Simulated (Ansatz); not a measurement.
**CH5NOSi: two geometries relaxed**

Are the two ends of the shift of H5 from N1 to C2 separate minima, and which lies lower? Each is relaxed from a guess. SMILES of the start: N=C[SiH2]O.

Method: RKS PBE-D4/def2-mTZVP, in Ansatz 0.2.0.

## 1. The system as given

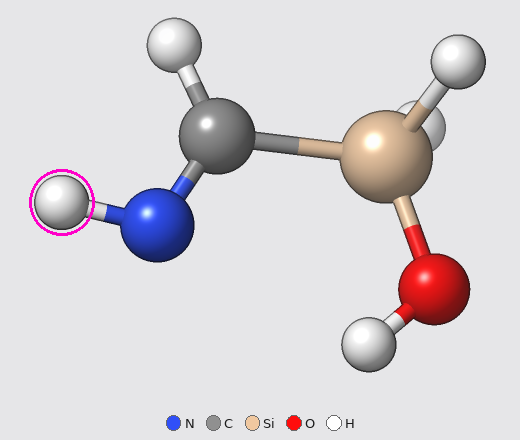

Start, viewed from a chosen angle; nitrogen blue, carbon grey, silicon light orange, oxygen red, hydrogen white. Ringed: H5.

As a file:

```xyz
9

N    -0.8673    0.8783   -1.1092
C     0.2499    0.7239   -0.6056
Si    0.4547   -0.6125    0.6853
O    -0.8740   -1.3899    1.0098
H    -0.8688    1.6779   -1.8286
H     1.1337    1.3355   -0.9007
H     1.0175   -0.0269    1.9707
H     1.5224   -1.5992    0.2395
H    -1.6797   -1.0334    0.5216
```

## 2. Relaxing end A

Input file input.yaml:

```yaml
crystal:
  periodic: [false, false, false]
  atoms:
    - { symbol: "N", position_ang: [-0.8673, 0.8783, -1.1092] }
    - { symbol: C, position_ang: [0.2499, 0.7239, -0.6056] }
    - { symbol: Si, position_ang: [0.4547, -0.6125, 0.6853] }
    - { symbol: O, position_ang: [-0.874, -1.3899, 1.0098] }
    - { symbol: H, position_ang: [-0.8688, 1.6779, -1.8286] }
    - { symbol: H, position_ang: [1.1337, 1.3355, -0.9007] }
    - { symbol: H, position_ang: [1.0175, -0.0269, 1.9707] }
    - { symbol: H, position_ang: [1.5224, -1.5992, 0.2395] }
    - { symbol: H, position_ang: [-1.6797, -1.0334, 0.5216] }
basis:
  gaussian: { orbitals: def2-mTZVP }
hamiltonian:
  xc: pbe
  dispersion: d4
relax:
  f_tol: 0.02
  max_steps: 50
```

Started as:

```sh
> ansatz run input.yaml --threads 2 --pin off --max-ram 3072MiB --backend cpu --events-out ev --progress --plain --runs-dir out
```

Log (excerpt; [...] marks lines left out):

```text
Warning: RAYON_NUM_THREADS=2 ignored (pool sized by the plan → 2); use --threads N
[...]
Functional definition: PBE
[...]
908 factors; their error is unknown
[...]
mean field -12525.13889017 eV, -460.2903643697 hartree, gradient 1.9e-5 eV, S^2 0.000000; 0 other end points of the search recorded, 0 dependent functions left out
[...]
reference -12525.13892921 eV, -460.2903658043 hartree; 20, 20 occupied and 79, 79 virtual orbitals, 908 factors
relax step   1: F+E_penalty+E_count = -12525.29915383 eV  Δ(F+E_penalty+E_count) = +0.000e0 eV  max|allowed force component| = 4.147e0 eV/Å  Δτ_max = 0.0000 Å  (29 SCF iters, accepted)
[...]
relax step   7: F+E_penalty+E_count = -12525.66140108 eV  Δ(F+E_penalty+E_count) = -1.592e-5 eV  max|allowed force component| = 3.423e-2 eV/Å  Δτ_max = 0.0280 Å  (30 SCF iters, accepted)
[...]
relax step   8: F+E_penalty+E_count = -12525.66190145 eV  Δ(F+E_penalty+E_count) = -5.004e-4 eV  max|allowed force component| = 1.014e-2 eV/Å  Δτ_max = 0.0210 Å  (31 SCF iters, accepted)
908 factors; their error is unknown
mean field -12525.50003579 eV, -460.3036362264 hartree, gradient 1.0e-5 eV, S^2 0.000000; 1 other end points of the search recorded, 0 dependent functions left out
[...]
reference -12525.50007492 eV, -460.3036376645 hartree; 20, 20 occupied and 79, 79 virtual orbitals, 908 factors
Total energy: -12525.66194059 eV, -460.3095861180 hartree
Atom 0 at    -0.902052     0.810327    -1.014594 Å, force    -0.001367    -0.001609    -0.000337 eV/Å
Atom 1 at     0.304465     0.710328    -0.584135 Å, force     0.010140     0.009074    -0.004987 eV/Å
Atom 2 at     0.540038    -0.642160     0.741522 Å, force    -0.005944    -0.005862     0.002410 eV/Å
Atom 3 at    -0.972534    -1.308855     0.920258 Å, force     0.001463     0.001973    -0.000140 eV/Å
Atom 4 at    -1.011603     1.548613    -1.731334 Å, force    -0.001031     0.000786    -0.003123 eV/Å
Atom 5 at     1.128635     1.354045    -0.952611 Å, force    -0.007176    -0.004814     0.005425 eV/Å
Atom 6 at     1.044269    -0.028354     2.012796 Å, force     0.000875    -0.000685    -0.001277 eV/Å
Atom 7 at     1.550810    -1.646513     0.276364 Å, force    -0.000649     0.001349    -0.000372 eV/Å
Atom 8 at    -1.593628    -0.843730     0.314535 Å, force     0.003689    -0.000212     0.002401 eV/Å
Dipole moment:     0.272346     0.442670    -0.333609 e Å
```

Run time: 9 s. Hardware: 2 threads of Intel Xeon 6975P-C (Granite Rapids), shared host; peak memory 0.16 GiB.

Step by step:

| step | energy from step 1 (eV) | largest force component (eV/Å) |
| --- | --- | --- |
| 1 | 0.0000 | 4.1474 |
| 2 | -0.2825 | 1.8134 |
| 3 | -0.3061 | 0.5682 |
| 4 | -0.3286 | 0.4854 |
| 5 | -0.3605 | 0.1448 |
| 6 | -0.3622 | 0.0910 |
| 7 | -0.3622 | 0.0342 |
| 8 | -0.3627 | 0.0101 |

Step 1 is the start.

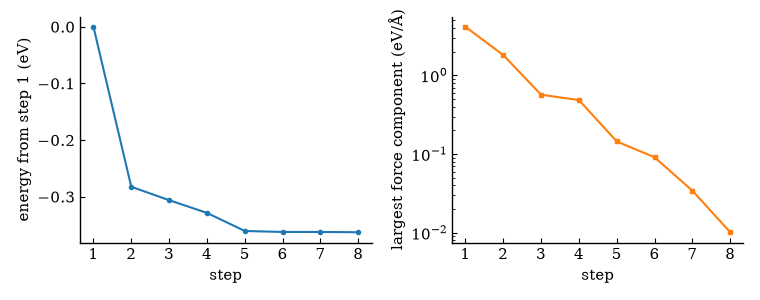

Energy and largest force along the relaxation.

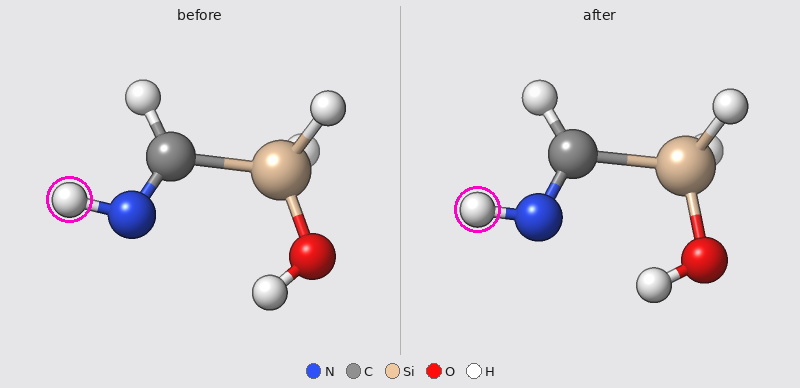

The structure before (left) and after (right), drawn at the same scale.

After: Bond lengths: N1–C2 1.285 Å, C2–Si3 1.908 Å, Si3–O4 1.663 Å, N1–H5 1.035 Å, C2–H6 1.109 Å, Si3–H7 1.499 Å, Si3–H8 1.499 Å, O4–H9 0.984 Å. Angles: N1–C2–Si3 113.8°, N1–C2–H6 122.8°, Si3–C2–H6 123.4°, C2–N1–H5 112.8°, C2–Si3–O4 104.3°, C2–Si3–H7 109.9°, C2–Si3–H8 110.0°, O4–Si3–H7 112.3°, O4–Si3–H8 112.2°, H7–Si3–H8 108.1°, Si3–O4–H9 108.6°.

## 3. End point B

The second end starts from a geometry with the move made by hand.

Changes to input.yaml since step 2:

```diff
@@ -7,3 +7,3 @@
     - { symbol: O, position_ang: [-0.874, -1.3899, 1.0098] }
-    - { symbol: H, position_ang: [-0.8688, 1.6779, -1.8286] }
+    - { symbol: H, position_ang: [0.05546, 1.63554, -1.17058] }
     - { symbol: H, position_ang: [1.1337, 1.3355, -0.9007] }
```

Started as:

```sh
> ansatz run input.yaml --threads 2 --pin off --max-ram 3072MiB --backend cpu --events-out ev --progress --plain --runs-dir out
```

Log (excerpt; [...] marks lines left out):

```text
Warning: RAYON_NUM_THREADS=2 ignored (pool sized by the plan → 2); use --threads N
[...]
[... 1 set-up line as earlier in the session ...]
[...]
908 factors; their error is unknown
[...]
mean field -12521.06940984 eV, -460.1408137260 hartree, gradient 1.8e-5 eV, S^2 0.000000; 0 other end points of the search recorded, 0 dependent functions left out
[...]
reference -12521.06944719 eV, -460.1408150986 hartree; 20, 20 occupied and 79, 79 virtual orbitals, 908 factors
relax step   1: F+E_penalty+E_count = -12521.22574732 eV  Δ(F+E_penalty+E_count) = +0.000e0 eV  max|allowed force component| = 5.830e0 eV/Å  Δτ_max = 0.0000 Å  (28 SCF iters, accepted)
[...]
relax step   4: F+E_penalty+E_count = -12524.96586315 eV  Δ(F+E_penalty+E_count) = -9.560e-1 eV  max|allowed force component| = 3.156e0 eV/Å  Δτ_max = 0.1951 Å  (30 SCF iters, accepted)
[...]
Total energy: -12525.66196413 eV, -460.3095869831 hartree
Atom 0 at    -0.715913     0.905508    -0.929075 Å, force    -0.016094     0.000692    -0.004426 eV/Å
Atom 1 at     0.468040     0.710949    -0.469854 Å, force     0.012166     0.002329     0.000511 eV/Å
Atom 2 at     0.579847    -0.711467     0.797684 Å, force    -0.013813    -0.003270     0.000246 eV/Å
Atom 3 at    -0.976300    -1.286358     0.911391 Å, force     0.009935     0.004901    -0.001106 eV/Å
Atom 4 at    -0.758515     1.680196    -1.614038 Å, force     0.004052    -0.002606     0.002280 eV/Å
Atom 5 at     1.341323     1.317188    -0.784315 Å, force    -0.002829    -0.001664     0.001717 eV/Å
Atom 6 at     1.088592    -0.189307     2.106885 Å, force     0.003420     0.002652     0.006664 eV/Å
Atom 7 at     1.535834    -1.757447     0.310634 Å, force     0.005535    -0.005062    -0.003384 eV/Å
Atom 8 at    -1.550248    -0.757924     0.311508 Å, force    -0.002371     0.002028    -0.002502 eV/Å
Dipole moment:     0.308287     0.438259    -0.305596 e Å
```

It took 14 s on 2 threads of Intel Xeon 6975P-C (Granite Rapids), shared host; peak memory 0.16 GiB.

Relaxation path:

| step | energy from step 1 (eV) | largest force component (eV/Å) |
| --- | --- | --- |
| 1 | 0.0000 | 5.8296 |
| 2 | -1.3977 | 4.2736 |
| 3 | -2.7841 | 3.0394 |
| 4 | -3.7401 | 3.1562 |
| 5 | -4.2284 | 1.5476 |
| 6 | -4.3588 | 0.8369 |
| 7 | -4.3937 | 1.0597 |
| 8 | -4.4031 | 0.9484 |
| 9 | -4.4315 | 0.1272 |
| 10 | -4.4317 | 0.2638 |
| 11 | -4.4344 | 0.1593 |
| 12 | -4.4362 | 0.0161 |

Step 1 is the start.

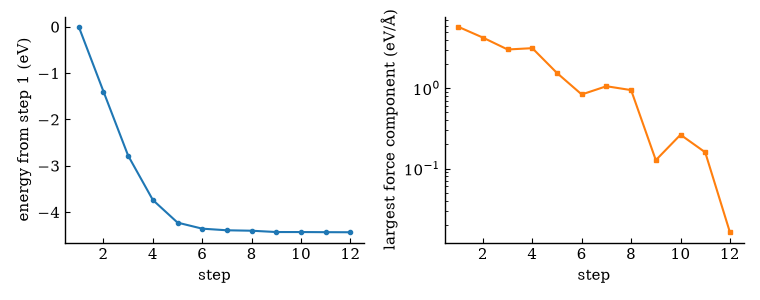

Energy and largest force along the relaxation.

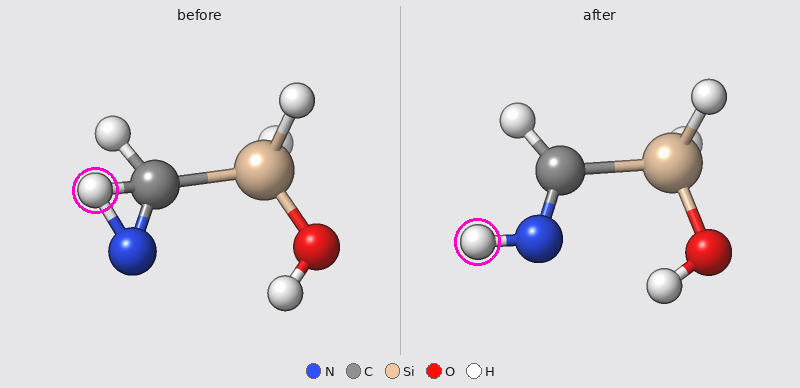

Before and after, at one scale.

After: Bond lengths: N1–C2 1.285 Å, C2–Si3 1.909 Å, Si3–O4 1.663 Å, N1–H5 1.035 Å, C2–H6 1.109 Å, Si3–H7 1.498 Å, Si3–H8 1.498 Å, O4–H9 0.984 Å. Angles: N1–C2–Si3 113.8°, N1–C2–H6 122.8°, Si3–C2–H6 123.4°, C2–N1–H5 112.8°, C2–Si3–O4 104.4°, C2–Si3–H7 109.9°, C2–Si3–H8 110.0°, O4–Si3–H7 112.2°, O4–Si3–H8 112.2°, H7–Si3–H8 108.1°, Si3–O4–H9 108.6°.

Pairs that crossed the distance rule for bonds on the way: moved apart C2–H5.

## 4. Results

| quantity | value |
| --- | --- |
| end A | 7 moves, 0.363 eV lower |
| end B | 11 moves, 4.436 eV lower |
| largest difference between the ends | 0.01 Å |
| end B relative to end A | -0.000 eV |

In words: Both starts fell into the same minimum (no atom differs by more than 0.01 Å), so from this start no second minimum was found and no band was run; another arrangement could still be one.
